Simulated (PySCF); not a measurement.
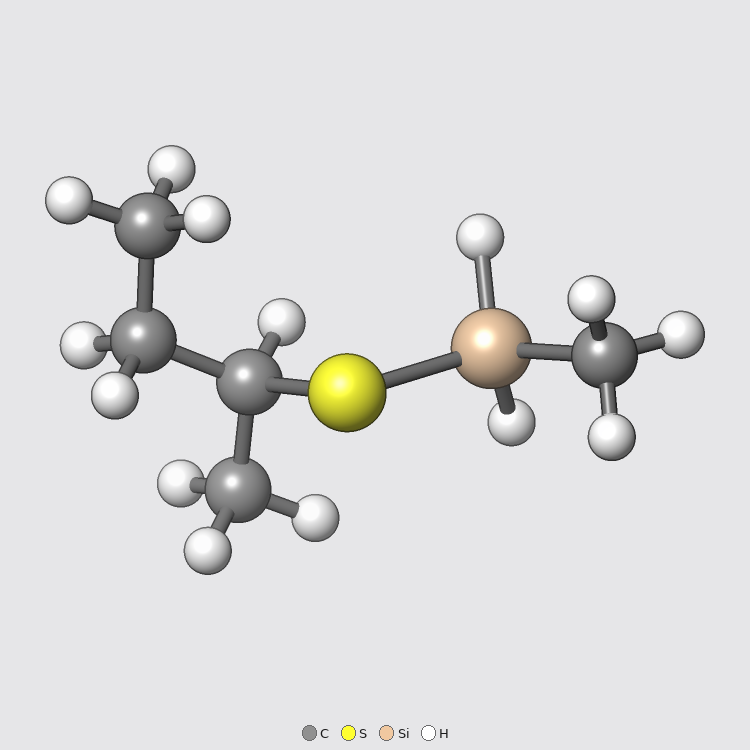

Ball-and-stick drawing of a structure. Every bond is drawn as one stick, whatever its order.

The computed structure is the end point of a PBE0-D3(BJ)/def2-SVP optimisation. No frequency run is at hand to confirm it as a minimum.

Give the formula.

Answer. C₅H₁₄SSi, 21 atoms: 5 carbon, 14 hydrogen, 1 sulfur and 1 silicon.

Does it have rings?

Answer. It has no ring.

The parts below concern this one geometry. Atoms keep their numbers from picture to picture.

### Geometry

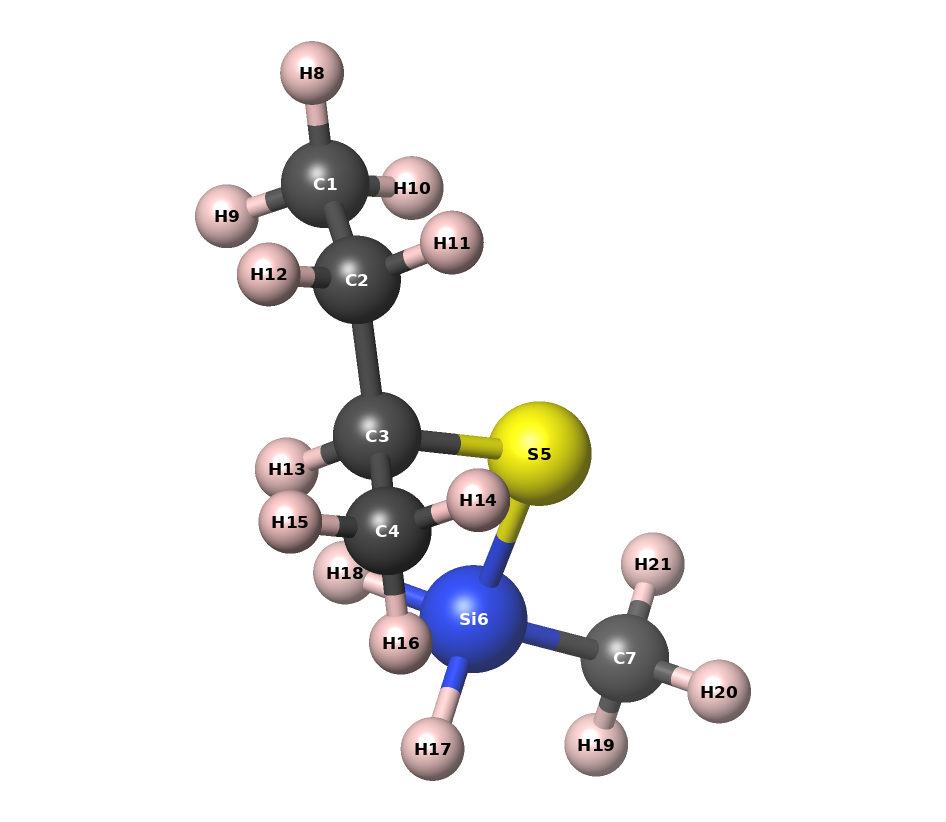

No frequency run is at hand to confirm it as a minimum.

Which atoms are bonded, and how long are the bonds? Leave out bonds to hydrogen.

| bond | length (Å) | order |
| --- | --- | --- |
| C1–C2 | 1.519 | single |
| C2–C3 | 1.526 | single |
| C3–C4 | 1.518 | single |
| C3–S5 | 1.854 | single |
| S5–Si6 | 2.142 | single |
| Si6–C7 | 1.873 | single |

### Polarisability

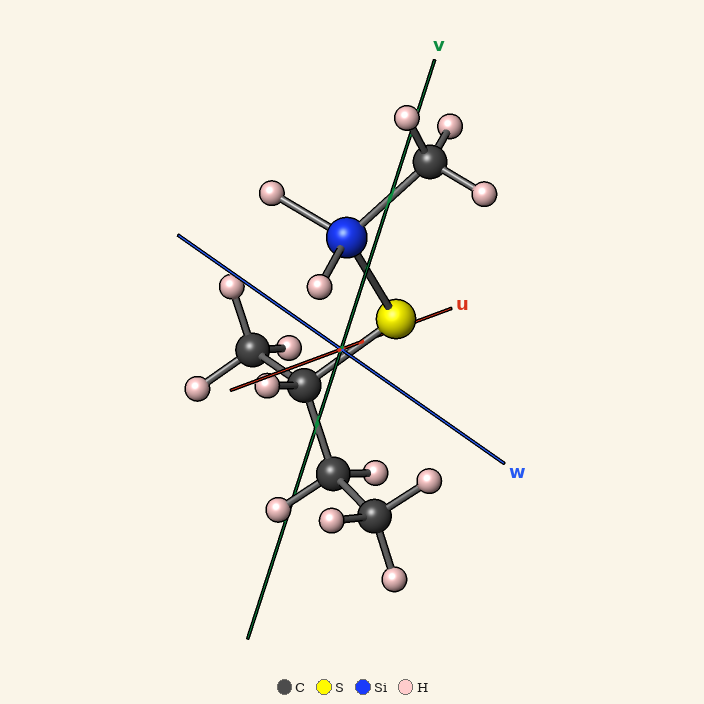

The lines u, v and w are the principal axes of the static dipole polarisability. No frequency run is at hand to confirm it as a minimum. Method: B3LYP/def2-SVPD (PySCF 2.14.0).

Along which axis is the molecule most polarisable, and along which least?

Answer. Most along v, least along u.

Give the three principal values.

Answer. u 98.0, v 136.9, w 105.5 bohr³; mean 113.5, anisotropy 35.8 bohr³.

### Quadrupole coupling

No frequency run is at hand to confirm it as a minimum. Electric field gradients from the ground-state density, PBE0/pcSseg-1 in dichloromethane (IEF-PCM) (PySCF 2.14.0), non-relativistic apart from any core potentials.

Give the largest field-gradient component, the quadrupole coupling constant and the asymmetry for 33S at S5 (Q = −67.81 mb), 2H at H8 (Q = 2.86 mb), 2H at H9 (Q = 2.86 mb).

```csv
atom,V_zz (a.u.),e²qQ/h (MHz),η
S5,−2.148,34.2,0.79
H8,0.294,0.197,0.02
H9,0.289,0.194,0.03
```

### Excitation

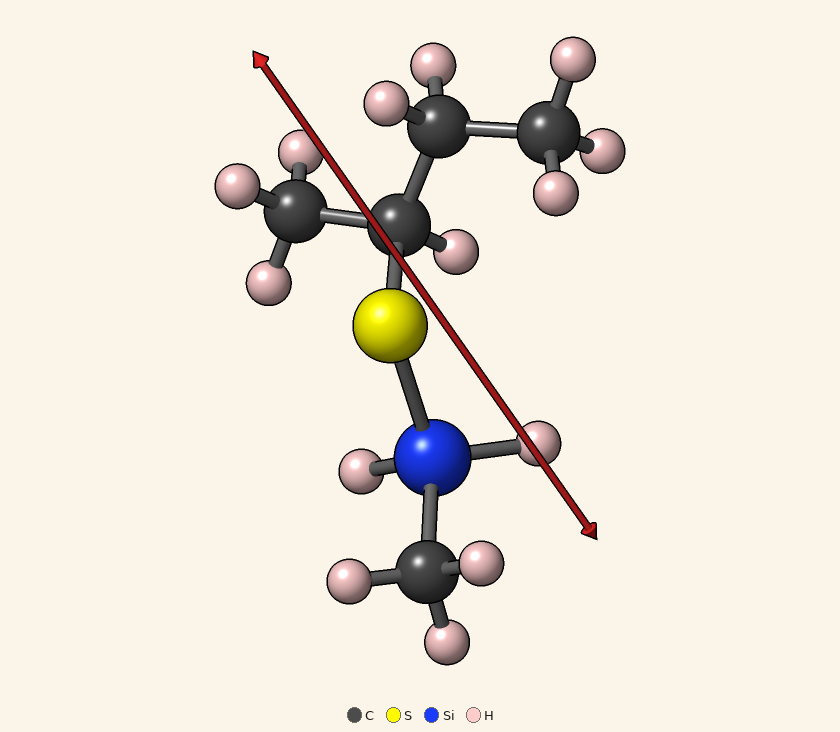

The double arrow shows the direction of the transition dipole to excited singlet state 5 (its length means nothing). No frequency run is at hand to confirm it as a minimum. Properties computed with TDDFT B3LYP/def2-SVPD, vertical, gas phase, core orbitals frozen in the response (PySCF 2.14.0).

Give its energy, strength and character.

Answer. 6.67 eV (186 nm), oscillator strength 0.018, mainly HOMO → LUMO+3 (weight 0.70); transition dipole 0.85 D.
